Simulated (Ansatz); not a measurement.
# Ni wire along [110], 37 atoms a period: bands along the axis, part 2 of 2

Wanted: the relaxed geometry and the bands of the Ni wire along [110], 37 atoms a period.

Ansatz 0.2.0; DFT PBE, plane waves, PAW; relaxation of a wire's period; PAW set soft_1 (the session's first sound run).

So far: The structure; Relaxation of atoms and period.

### 2. Relaxation of atoms and period (continued)

Site moment by element, in μB:

| element | atoms | mean | spread (r.m.s.) | least | largest |
| --- | --- | --- | --- | --- | --- |
| Ni | 37 | 0.724 | 0.041 | 0.659 | 0.817 |

The atoms farthest from the mean of their element:

| atom | x, y, z (Å) | site moment (μB) |
| --- | --- | --- |
| Ni11 | 17.33, 9.62, 0.00 | 0.817 |
| Ni1 | 3.55, 9.62, 0.00 | 0.817 |
| Ni6 | 10.44, 9.62, 0.00 | 0.659 |
| Ni25 | 12.22, 10.86, 1.23 | 0.664 |
| Ni19 | 8.66, 10.86, 1.23 | 0.664 |
| Ni18 | 8.66, 8.38, 1.23 | 0.664 |
| Ni24 | 12.22, 8.38, 1.23 | 0.664 |
| Ni21 | 8.67, 15.73, 1.23 | 0.769 |

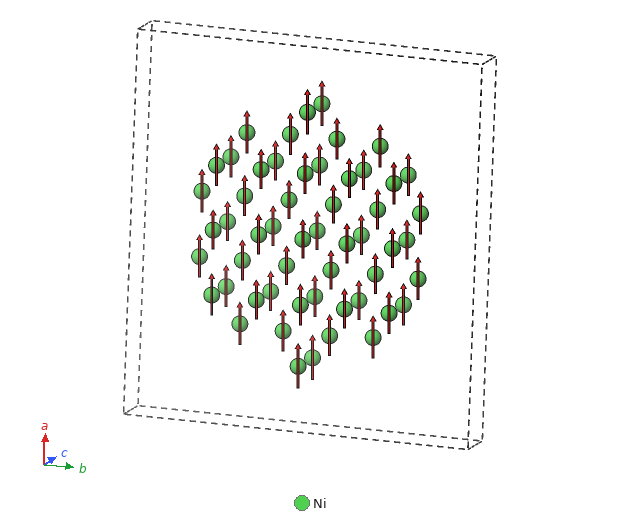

Site moment as arrows, the longest 0.817 μB. Up and down stand for the sign. Arrows give size and sign along the axis of quantisation, drawn up and down the page. Some periodic images of atoms are drawn too.

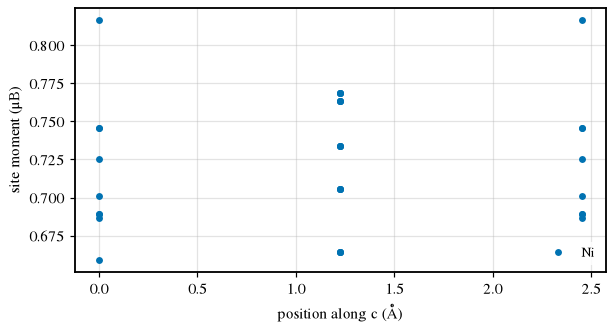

Site moment along the cell.

The cell's length comes to 2.450 Å with an absolute moment of 28.94 μB a cell.

### 3. The perfect wire

This step: DFT PBE, plane waves, PAW; bands of a perfect wire; PAW set soft_1 (Ansatz 0.2.0).

At the relaxed period the bands are computed along the axis; those that cross an energy going forward count the channels that a perfect wire would open there.

File input.yaml:

```yaml
crystal:
  lattice:
    - [20.88, 0.0, 0.0]
    - [0.0, 19.245, 0.0]
    - [0.0, 0.0, 2.4502275598]
  atoms:
    - { symbol: Ni, position: [0.170068659, 0.5, 0.0], spin: 0.82 }
    - { symbol: Ni, position: [0.330533335, 0.628039412, 0.0], spin: 0.69 }
    - { symbol: Ni, position: [0.329223881, 0.5, 0.0], spin: 0.73 }
    - { symbol: Ni, position: [0.331547348, 0.757487776, 0.0], spin: 0.75 }
    - { symbol: Ni, position: [0.5, 0.628077153, 0.0], spin: 0.7 }
    - { symbol: Ni, position: [0.5, 0.5, 0.0], spin: 0.66 }
    - { symbol: Ni, position: [0.5, 0.760314819, 0.0], spin: 0.69 }
    - { symbol: Ni, position: [0.669466665, 0.628039412, 0.0], spin: 0.69 }
    - { symbol: Ni, position: [0.670776119, 0.5, 0.0], spin: 0.73 }
    - { symbol: Ni, position: [0.668452652, 0.757487776, 0.0], spin: 0.75 }
    - { symbol: Ni, position: [0.829931341, 0.5, 0.0], spin: 0.82 }
    - { symbol: Ni, position: [0.251558328, 0.306523099, 0.5], spin: 0.76 }
    - { symbol: Ni, position: [0.244609574, 0.432420625, 0.5], spin: 0.73 }
    - { symbol: Ni, position: [0.244609574, 0.567579375, 0.5], spin: 0.73 }
    - { symbol: Ni, position: [0.251558328, 0.693476901, 0.5], spin: 0.76 }
    - { symbol: Ni, position: [0.415108531, 0.182756097, 0.5], spin: 0.77 }
    - { symbol: Ni, position: [0.416340387, 0.306941118, 0.5], spin: 0.71 }
    - { symbol: Ni, position: [0.414775173, 0.435621399, 0.5], spin: 0.66 }
    - { symbol: Ni, position: [0.414775173, 0.564378601, 0.5], spin: 0.66 }
    - { symbol: Ni, position: [0.416340387, 0.693058882, 0.5], spin: 0.71 }
    - { symbol: Ni, position: [0.415108531, 0.817243903, 0.5], spin: 0.77 }
    - { symbol: Ni, position: [0.584891469, 0.182756097, 0.5], spin: 0.77 }
    - { symbol: Ni, position: [0.583659613, 0.306941118, 0.5], spin: 0.71 }
    - { symbol: Ni, position: [0.585224827, 0.435621399, 0.5], spin: 0.66 }
    - { symbol: Ni, position: [0.585224827, 0.564378601, 0.5], spin: 0.66 }
    - { symbol: Ni, position: [0.583659613, 0.693058882, 0.5], spin: 0.71 }
    - { symbol: Ni, position: [0.584891469, 0.817243903, 0.5], spin: 0.77 }
    - { symbol: Ni, position: [0.748441672, 0.306523099, 0.5], spin: 0.76 }
    - { symbol: Ni, position: [0.755390426, 0.432420625, 0.5], spin: 0.73 }
    - { symbol: Ni, position: [0.755390426, 0.567579375, 0.5], spin: 0.73 }
    - { symbol: Ni, position: [0.748441672, 0.693476901, 0.5], spin: 0.76 }
    - { symbol: Ni, position: [0.330533335, 0.371960588, 0.0], spin: 0.69 }
    - { symbol: Ni, position: [0.331547348, 0.242512224, 0.0], spin: 0.75 }
    - { symbol: Ni, position: [0.5, 0.371922847, 0.0], spin: 0.7 }
    - { symbol: Ni, position: [0.5, 0.239685181, 0.0], spin: 0.69 }
    - { symbol: Ni, position: [0.669466665, 0.371960588, 0.0], spin: 0.69 }
    - { symbol: Ni, position: [0.668452652, 0.242512224, 0.0], spin: 0.75 }
magnetization:
  spin_polarized: true
kpoints:
  mp_grid: { grid: [1, 1, 33] }
  band_path: { path: ["Γ", Z], npoints: 90 }
scf:
  occupations: { method: fermi_dirac, width: 0.05 }
hamiltonian:
  xc: pbe
  pseudopotentials: { kind: paw, azcp: { folder: soft_1 } }
output:
  dos: { e_range: [-5, 4] }
  write_potential: true
  write_density: true
  volumetric_format: npy
```

Started as:

```bash
ansatz run input.yaml --threads 16 --pin off --max-ram 61440MiB --backend cuda --events-out ev --progress --plain --runs-dir out --max-vram 78GiB
```

Numbers of over 12 decimals in the logs are rounded to 6 here.

What it wrote:

```text
[...]
Crystal: 37 atoms, lattice volume = 984.589 Å³
Basis set: ecut = 420 eV, 19105 PW (Γ)
Bands: 416, of which v1, the nominal top of the filled ones, is band 333 counted from 1 (332 counted from 0)
Symmetry: 8 space group operations
[...]
k-points: 17 of 33
[...]
Starting moments: Σ|m| = 26.82 μB on 37 of 37 sites
[...]
SCF iter   1: F=—  HF=-216023.481259 eV  |F-HF|=—  |Δ(HF+E_count)|=         —  Δρ=3.93e-2 (↑2.04e-2 ↓3.93e-2)  dr2=5.72e1  dr2_m=5.84e0  M=30.697 μB ∫|m|=32.307 μB  β_m=0.30  ethr=3.10e-3  ⟨swp⟩=7.8  Hψ=63149  notcnv=0  defer=1153
[...]
SCF iter   6: F=—  HF=-216053.909301 eV  |F-HF|=—  |Δ(HF+E_count)|=   6.48e-1  Δρ=4.56e-3 (↑3.02e-3 ↓4.56e-3)  dr2=3.03e-1  dr2_m=3.09e-2  M=25.658 μB ∫|m|=29.117 μB  β_m=0.73  ethr=5.50e-5  ⟨swp⟩=2.6  Hψ=28284  notcnv=0  defer=1870
[...]
SCF iter  15: F=—  HF=-216053.957907 eV  |F-HF|=—  |Δ(HF+E_count)|=   1.84e-7  Δρ=3.67e-6 (↑2.16e-6 ↓3.67e-6)  dr2=1.52e-7  dr2_m=2.89e-8  M=25.437 μB ∫|m|=28.902 μB  β_m=0.52  ethr=1.94e-10  ⟨swp⟩=2.4  Hψ=24619  notcnv=0  defer=1870
[...]
SCF iter  17: F=-216053.957907 eV  HF=-216053.957907 eV  |F-HF|=2.94e-8  |Δ(HF+E_count)|=   2.90e-8  Δρ=1.43e-6 (↑5.30e-7 ↓1.43e-6)  dr2=4.16e-8  dr2_m=3.20e-9  M=25.437 μB ∫|m|=28.902 μB  ethr=1.50e-12  ⟨swp⟩=12.7  Hψ=74734  notcnv=0
SCF 1 converged in 17 iterations: F = -216053.957907 eV  dr2 = 4.16e-8
[...]
SCF converged after 17 iterations
[...]
```

It took 47 s on 1 × NVIDIA GB200 with 16 threads of Arm Neoverse V2, shared host; peak memory 5.9 GiB.

The column dr2 measures how far the density is from self-consistency, as an energy; F and HF (Harris–Foulkes) agree once it is small.

Numbers from this step:

| Quantity | Value |
| --- | --- |
| energy at zero smearing | -216053.7010 eV |
| band gap on the path through both edges | 0 eV |

Between Γ and Z the bands cross the Fermi level 56 times, so a perfect wire would conduct at least 28 G₀, with an absolute moment of 28.94 μB a cell.

### 4. Outcome

```
cell length, PBE                                            : 2.450 Å
absolute moment, PBE                                        : 28.9 μB
ballistic conductance by band crossings, a lower bound, PBE : 28 G₀
```

In words: Under PBE the cell's length is 2.45 Å, the absolute moment is 28.94 μB a cell, and the bands cross the Fermi level 56 times between Γ and Z, which gives a perfect wire at least 28 G₀ (opposite crossings within one step of the path cancel in such a count). In the perfect wire the moments were started parallel, and no opposed start was run. No search over magnetic orders was made; another may lie lower.

[Logs are printed without paths, hosts, clocks, repeated set-up lines and the standing remarks that a program may print on its own settings, such as how far it seeks lower states.]

[Hosts, paths, dates, database ids (printed as entryN), source tags and the programs' standing remarks are cut or masked in the printed files.]
